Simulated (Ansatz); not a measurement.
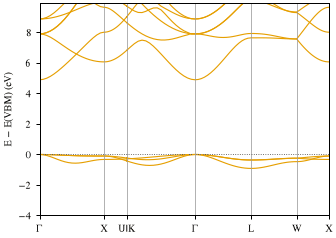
Fig. 1. Band structure from plane-wave PAW PBEsol (Ansatz code)

### Question
Read off the gap and where the band edges lie.

### Answer
About 4.9 eV (4.90 eV by a search for the band edges); maximum at Γ, minimum at Γ.

The material is RbCl (rock salt, Fm-3m).

Symmetry was held in the PBEsol relaxation. Spin–orbit coupling is left out wherever it is not named.

Potentials: the later of the program's two PAW sets.
